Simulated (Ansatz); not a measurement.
All values below come from PBE (plane waves to 420 eV, PAW; Ansatz, a program for electronic structure).

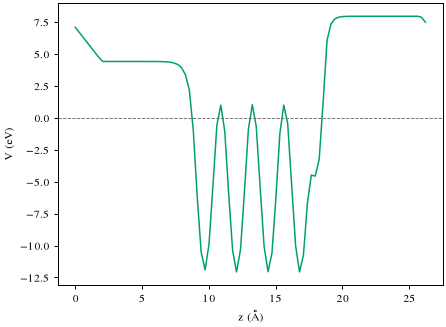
Fig. 1. Plane-averaged electrostatic potential energy along the normal, in eV from the Fermi level, for O on the 1x1 (111) surface of fcc Ag, one in a 1x1 cell, started at the site 'hollow Ag-Ag-Ag over Ag at depth 4.7 Å'

Slab: 5 atoms, 7.1 Å thick at the start under the adsorbate (thin: gaps and levels are the slab's own); k 12x12x1, smearing 0.1 eV, dipole-corrected; 2 atoms held, the rest relaxed; start symmetry kept, larger cells not searched; spin-polarised, no spin-orbit, no U, no dispersion correction. At the end it is bonded to 3 Ag. In PBE it is, or lies within 0.03 eV of, the lowest of the starts that converged.

Question: The surface cell has an area of 7.45 Å². What dipole along the normal does the step between the two vacuum levels imply?

Answer: the top vacuum level lies 3.54 eV above the bottom one; p = −ε₀ A ΔV (ε₀ = 0.005526 e/(V·Å)) gives -0.15 e·Å a cell.
